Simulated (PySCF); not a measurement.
BFH$_{2}$ (SMILES BF)

Input file:

```
{"job": {"kind": "sp", "xc": "wB97X", "basis": "ma-def2-TZVP", "d3": "d3bj", "grid": 2}, "charge": 0, "multiplicity": 1}
B     -0.039310     0.009925    -0.013761
F      1.253667    -0.142403    -0.238868
H     -0.456878     1.136668     0.114399
H     -0.719288    -0.987099     0.045765
```

Launched as:

```sh
OMP_NUM_THREADS=1 python redox_run.py task.json out
```

Geometry: PBE0-D3(BJ)/ma-def2-SVP.

The calculation used DFT single point, gas phase, functional wB97X (PySCF 2.14.0, density-fitted response routines).

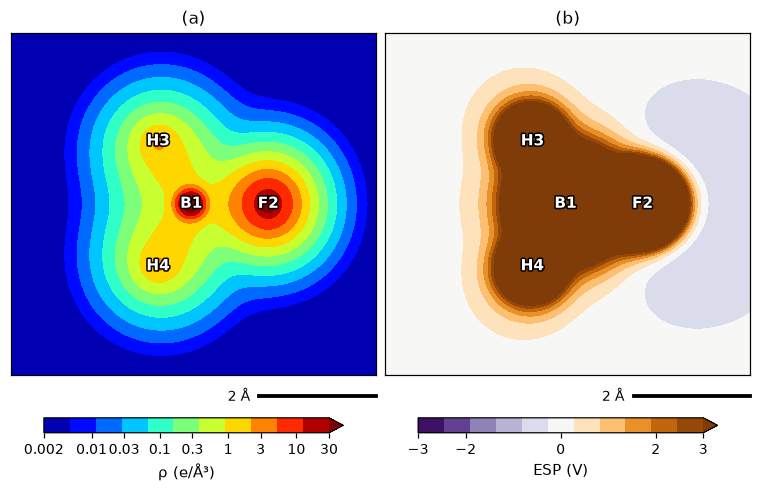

Figure 1. (a) total electron density; (b) molecular electrostatic potential on the molecular plane.

**What do the fields say about this system?**

- The plane passes through B, F and H nuclei.
- B–F (1.32 Å): ρ is about 2.2 e/Å³ halfway.
- B–H (1.21 Å): the density is about 1.3 e/Å³ at the midpoint.
- Outside the dense part of the molecule the potential is most negative (−0.7 V) near F2.

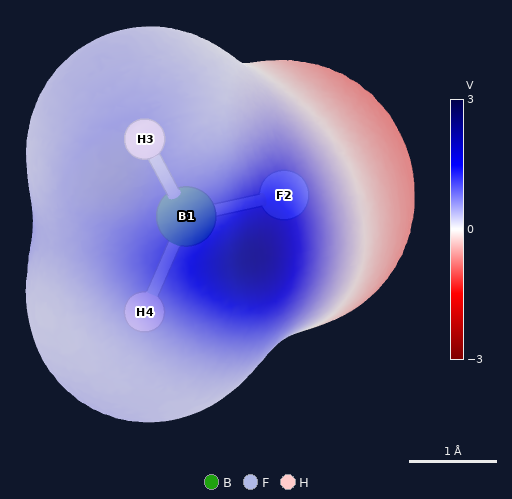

Figure 2. The electrostatic potential painted on the density surface at 0.002 e/bohr³, seen at a tilt; the colour scale runs from red (negative) to blue (positive).

**Where is the surface potential most negative and most positive?**

The most negative region (about −0.7 V) lies over F2, the most positive (about +2.2 V) over B1.
